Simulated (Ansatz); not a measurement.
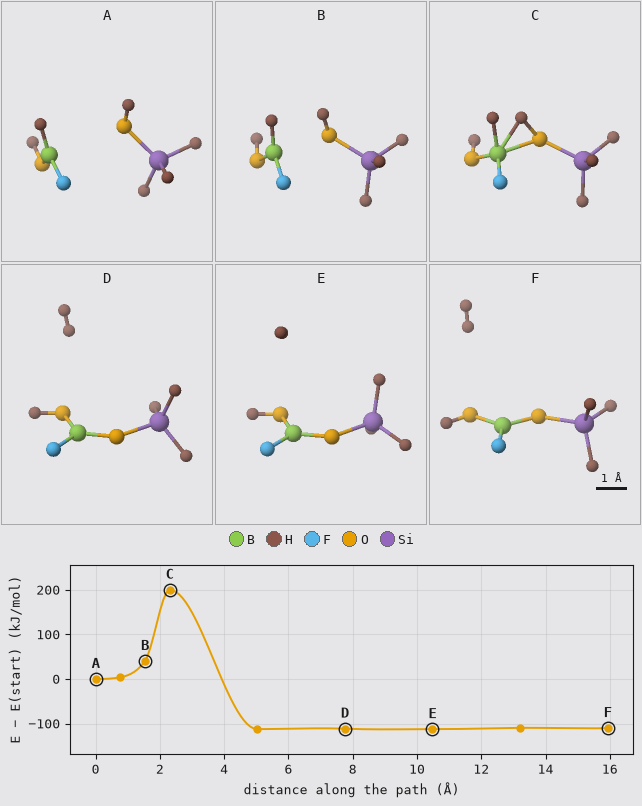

A search for the minimum-energy path of BSiH6O2F, made up at the start of BH₂OF and SiH4O by the nudged elastic band. Images are numbered from 0 (start) to 8 (end). Frames A to F are images 0, 2, 3, 5, 6, 8. A ball-and-stick model, seen from a free direction.

All numbers below come from RHF/6-31G* (Ansatz 0.2.0). Set-up: 7 movable images; climbing image; force threshold 0.05 eV/Å; iteration limit 60; starting path through a guess of the saddle point.

Describe the mechanism and the energy profile.

The energy climbs by 200.0 kJ/mol to image 3 and then falls by 310.2 kJ/mol, so the end point sits at −110.2 kJ/mol. Image 6 lies below both ends, at −112.6 kJ/mol, which points to an intermediate minimum that so few images don't resolve. Breaking: B–H (1.19 → 4.31 Å), H–O (0.95 → 3.89 Å). Forming: B–O (2.74 → 1.34 Å), H–H (3.06 → 0.73 Å). The band converged in 50 iterations. The largest component of the band force went from 20 to 0.049 eV/Å. The climbing image converged on the top of the path. Its vibrational analysis gives one imaginary mode (2027i cm⁻¹), as a transition state must have.

Limits of the set-up: the start holds two separate molecules, 2.7 Å apart at their closest, whose relative position is a soft coordinate and is computed without a dispersion correction; Hartree-Fock leaves out electron correlation.
